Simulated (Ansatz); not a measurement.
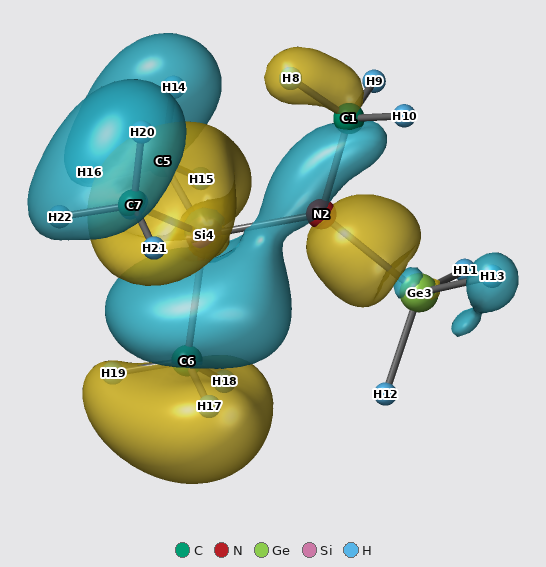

*C4H15GeNSi. The HOMO−1 at ±0.06 Å⁻³ᐟ² (yellow and cyan are the two phases), seen at a tilt.*

Geometry: PBE0-D4/def2-TZVP.

Method: RKS PBE0-D4/def2-TZVPP in Ansatz 0.2.0.

```tsv
atom	x (Å)	y (Å)	z (Å)
C	2.0399	-0.4835	-0.5016
N	0.8187	-0.5729	0.2869
Ge	0.7286	-2.0602	1.3583
Si	-0.4894	0.4853	-0.1348
C	-0.9712	0.2508	-1.9323
C	-1.9676	0.1271	0.9524
C	0.0401	2.2667	0.1098
H	2.1415	0.5085	-0.9529
H	2.0781	-1.2158	-1.3199
H	2.9294	-0.6368	0.1204
H	0.5396	-3.3449	0.5180
H	-0.4300	-1.9204	2.3522
H	2.0768	-2.1655	2.0993
H	-0.1241	0.4319	-2.5999
H	-1.3248	-0.7679	-2.1133
H	-1.7695	0.9409	-2.2204
H	-1.7416	0.2661	2.0121
H	-2.3491	-0.8879	0.8170
H	-2.7744	0.8183	0.6912
H	0.9087	2.5263	-0.5010
H	0.2988	2.4541	1.1550
H	-0.7680	2.9498	-0.1677
```

> Describe this orbital and give its energy.

It lies mainly on C6 (about 30 %), Si4 (about 20 %), C7 (about 15 %) and C5 (about 10 %). Its energy is −8.38 eV.
